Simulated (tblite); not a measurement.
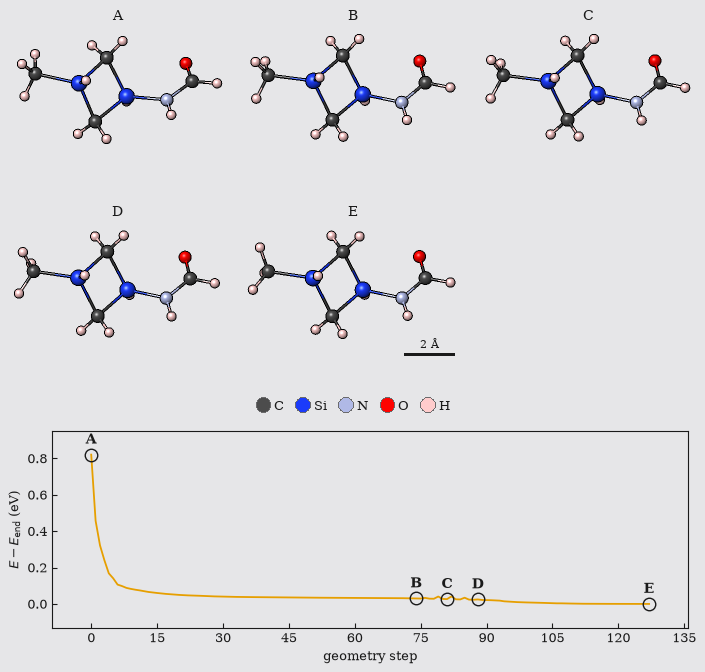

Frames of a relaxation of C₄H₁₁NOSi₂, marked on the history of the run. A ball-and-stick model, seen at a tilt.

Theory: GFN2-xTB geometry optimisation, gas phase (tblite). 

### What happens along the run?

An H atom moves most after the best rigid fit: 1.00 Å. Largest moves by element: H 1.00 Å, O 0.28 Å, N 0.16 Å, Si 0.16 Å, C 0.12 Å. Some distances before and after: O–Si 2.917 → 2.737 Å, C–N 1.434 → 1.335 Å, C–Si 1.844 → 1.920 Å, C–Si 1.873 → 1.924 Å. Bond angles that change, for instance: H–C–H 115.0° → 106.5°, C–Si–H 115.1° → 121.6°, C–Si–N 113.0° → 107.0°. Groups turn about C–Si by about 55°. Over 127 geometry steps the energy falls by 0.821 eV. Cost: 2 s on 1 thread of Arm Neoverse N1, on a shared host. From step 0 to 74: an H atom moves most (0.37 Å), energy −0.791 eV. From step 74 to 81: an H atom moves most (0.11 Å), energy −0.004 eV. From step 81 to 88: an H atom moves most (0.20 Å), energy −0.002 eV. From step 88 to 127: an H atom moves most (0.39 Å), energy −0.025 eV.

```json
{"step": "0", "E − E(0), eV": "0.0000"}
{"step": "1", "E − E(0), eV": "-0.3640"}
{"step": "2", "E − E(0), eV": "-0.4990"}
{"step": "3", "E − E(0), eV": "-0.5806"}
{"step": "4", "E − E(0), eV": "-0.6525"}
{"step": "5", "E − E(0), eV": "-0.6800"}
{"step": "6", "E − E(0), eV": "-0.7145"}
{"step": "7", "E − E(0), eV": "-0.7225"}
{"step": "8", "E − E(0), eV": "-0.7325"}
{"step": "9", "E − E(0), eV": "-0.7380"}
{"step": "10", "E − E(0), eV": "-0.7424"}
{"step": "16", "E − E(0), eV": "-0.7632"}
{"step": "22", "E − E(0), eV": "-0.7737"}
{"step": "28", "E − E(0), eV": "-0.7793"}
{"step": "35", "E − E(0), eV": "-0.7829"}
{"step": "41", "E − E(0), eV": "-0.7842"}
{"step": "47", "E − E(0), eV": "-0.7857"}
{"step": "53", "E − E(0), eV": "-0.7867"}
{"step": "59", "E − E(0), eV": "-0.7874"}
{"step": "65", "E − E(0), eV": "-0.7881"}
{"step": "72", "E − E(0), eV": "-0.7897"}
{"step": "78", "E − E(0), eV": "-0.7923"}
{"step": "84", "E − E(0), eV": "-0.7960"}
{"step": "90", "E − E(0), eV": "-0.7995"}
{"step": "96", "E − E(0), eV": "-0.8092"}
{"step": "102", "E − E(0), eV": "-0.8143"}
{"step": "109", "E − E(0), eV": "-0.8185"}
{"step": "115", "E − E(0), eV": "-0.8201"}
{"step": "121", "E − E(0), eV": "-0.8205"}
{"step": "127", "E − E(0), eV": "-0.8209"}
```
